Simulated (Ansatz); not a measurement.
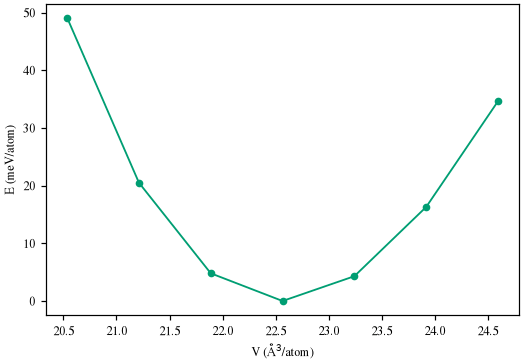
Figure. InAs (rock salt, space group No. 225) under volume change, plane-wave PAW PBEsol (Ansatz code), scaled uniformly.

What does a third-order Birch–Murnaghan fit give for V₀, B₀ and B′?

V₀ = 22.57 Å³/atom, B₀ = 71.7 GPa, B′ = 4.8.

Space group Fm-3m (rock salt). The cell is a constructed one: a structure type filled with these elements; the Crystallography Open Database copy checked does not list it. It is not the phase usual at ambient conditions (space group No. 216). Symmetry was held in the PBEsol relaxation; of distortions, only those at the zone centre were tested.

Potentials: the later of the program's two PAW sets.
